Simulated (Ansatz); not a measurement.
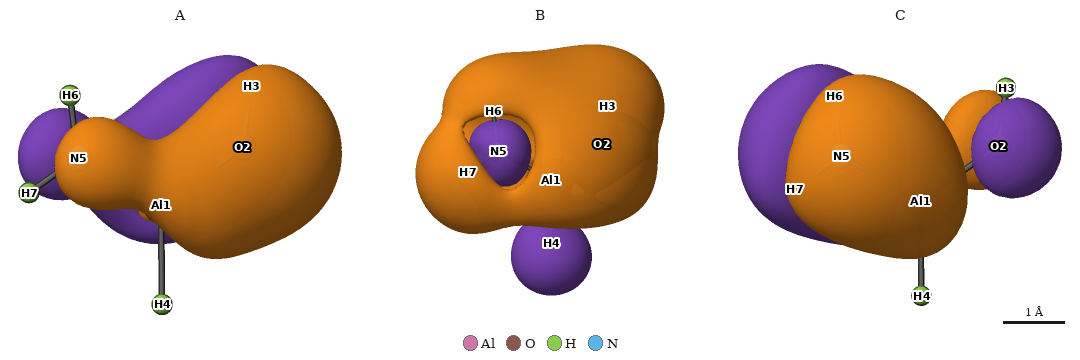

*AlH4NO. Three frontier orbitals at ±0.06 Å⁻³ᐟ² (orange and purple are the two phases), in no order.*

Computed with RKS PBE-D4/def2-SVP in Ansatz.

```xyz
7

Al    0.3157    0.0793   -0.0233
O     0.6159   -0.3012    1.6269
H    -0.0479   -0.5736    2.2774
H     1.5699    0.5016   -0.8965
N    -1.3092    0.0140   -0.7567
H    -2.1880   -0.2413   -0.3016
H    -1.4853    0.2398   -1.7388
```

> Order the three orbitals by energy and name them.

A is the HOMO−1 (−7.01 eV). It lies mainly on O2 (about 75 %); it changes sign across the molecular plane (π type). C is the HOMO (−5.70 eV). By Hirshfeld shares it lies mainly on N5 (about 70 %) and O2 (about 5 %); it changes sign across the molecular plane (π type); π-antibonding (a node) across Al1–O2. B is the LUMO (−0.35 eV). By Hirshfeld shares it lies mainly on Al1 (about 45 %), O2 (about 10 %), N5 (about 10 %), H3 (about 10 %), H4 (about 5 %) and H6 (about 5 %); it is symmetric in the molecular plane (an in-plane orbital: σ, lone-pair or in-plane π type).

> What is the HOMO–LUMO gap?

5.35 eV between the orbital energies.
